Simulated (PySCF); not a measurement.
Molecule: SMILES CSCCc1ccco1 (C7H10OS). Atoms near the plane z = 1.0 Å, at the GFN2-xTB optimised geometry (x, y, z in Å): C4 (1.5, -0.1, 0.0), C5 (0.0, -0.1, 0.0), C6 (-0.9, 0.9, 0.0), C7 (-2.2, 0.3, 0.0), C8 (-2.0, -1.1, 0.0), O9 (-0.7, -1.3, 0.0), H15 (1.8, 0.9, 0.2), H16 (1.8, -0.8, 0.8), H17 (-0.7, 1.9, 0.0), H18 (-3.1, 0.8, 0.0), H19 (-2.6, -1.9, 0.0).

Computed with CAM-B3LYP/def2-SVP (PySCF). The values are rescaled to run from 0 to 1.

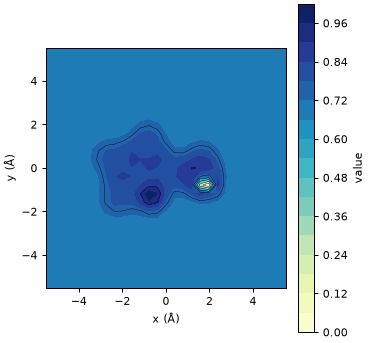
*a field on the plane z = 1.0 Å.*

Problem. Which quantity is mapped?
A. electrostatic potential
B. electron localisation function
C. Laplacian of the electron density
D. deformation density (molecule minus spherical neutral atoms)

Solution. C, Laplacian of the electron density. In full: Laplacian of the electron density (e/bohr⁵).
